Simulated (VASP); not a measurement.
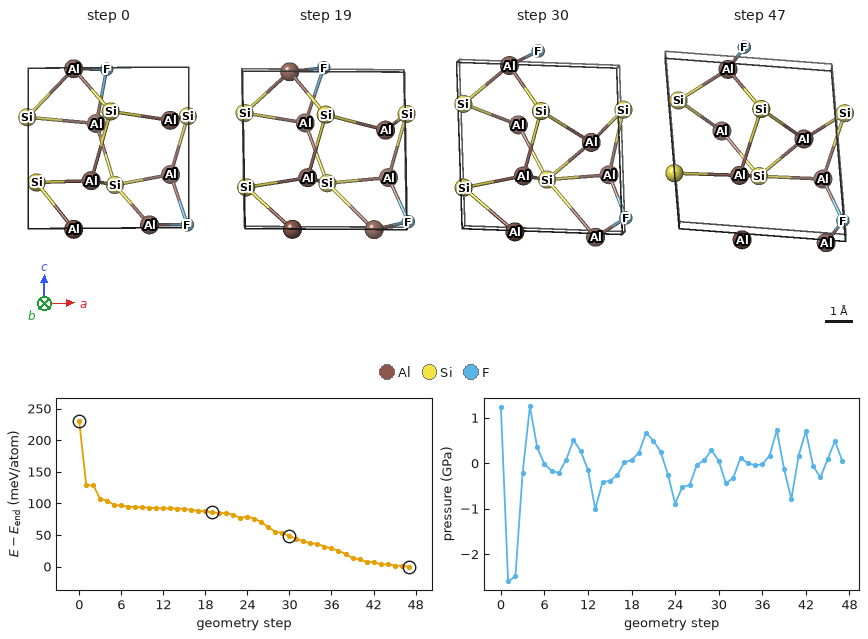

Frames of a relaxation of solid Al3Si2F (a generated structure, set up in P1), marked on the history of the run. Style: ball-and-stick. Shown: the cell of the calculation, reduced to other axes, along the b axis. Lengths and directions refer to the drawn axes.

The run lets cell and atoms move.

Method: VASP 6.6.1, Kohn-Sham DFT of a periodic cell, PBE, VASP PAW PBE potentials, recommended.

Input
```
SYSTEM = Al3Si2F
ALGO     = Fast           ! electronic algorithm
EDIFF    = 1E-5           ! SCF threshold, eV
EDIFFG   = -0.03          ! ionic threshold
ENCUT    = 520            ! plane-wave cutoff, eV
GGA      = PE             ! functional
IBRION   = 2              ! ionic algorithm
ISIF     = 3              ! what is computed and relaxed
ISMEAR   = 0              ! smearing method
ISYM     = 0            
KPAR     = 8            
LASPH    = .TRUE.         ! aspherical terms in the spheres
LCHARG   = .FALSE.        ! write CHGCAR
LREAL    = Auto         
LWAVE    = .FALSE.        ! write WAVECAR
NELM     = 80             ! most SCF steps
NSW      = 110            ! ionic steps
PREC     = Normal         ! precision mode
SIGMA    = 0.15           ! smearing width, eV
```

Command:
```bash
cat potpaw_PBE.64/Al/POTCAR potpaw_PBE.64/Si/POTCAR potpaw_PBE.64/F/POTCAR > POTCAR
mpirun -np 8 vasp_std > vasp.out
```

Question: Describe the path.

Answer: The run was cut off at its time limit before the relaxation converged, so the last structure is only a point on the way. Over 47 geometry steps the energy falls by 230 meV per atom. The largest force component goes from 3.6 to 0.24 eV/Å. Pressure: 1.25 GPa at the start and 0.06 GPa at the end. The largest move relative to the cell is that of an Al atom, 1.00 Å along [−3 3 −2]. By element the largest moves are Al 1.00 Å, F 0.61 Å, Si 0.46 Å. The drawn cell changes as follows: a 6.002 → 6.238 Å (+3.9 %), b 6.122 → 5.942 Å (−2.9 %), c 6.677 → 7.097 Å (+6.3 %), α 63.6° → 61.3°, β 87.4° → 96.0°, γ 84.9° → 85.1°; the volume changes by +3.7 %. Some distances before and after: Al–Si 2.510 → 3.819 Å, Al–F 2.148 → 3.432 Å, Al–Si 2.595 → 3.833 Å, Al–Si 3.869 → 2.657 Å. New bonds form, among them: Al–Si (3.82 → 2.67 Å), Al–Si (3.87 → 2.66 Å). Bonds break, among them: Al–F (2.15 → 3.43 Å), Al–Si (2.51 → 3.82 Å), Al–Si (2.60 → 3.83 Å). Bond angles that change, for instance: Al–Si–Al 70.3° → 109.4°, Al–F–Al 88.2° → 124.4°, Si–Al–Si 177.5° → 143.8°. The space group stays P1 (No. 1). From step 0 to 19: an Al atom moves most (0.38 Å), volume −1.8 %, energy −145 meV per atom. From step 19 to 30: an Al atom moves most (0.68 Å), volume +3.2 %, energy −37.6 meV per atom. From step 30 to 47: an Al atom moves most (0.58 Å), volume +2.3 %, energy −48.3 meV per atom.
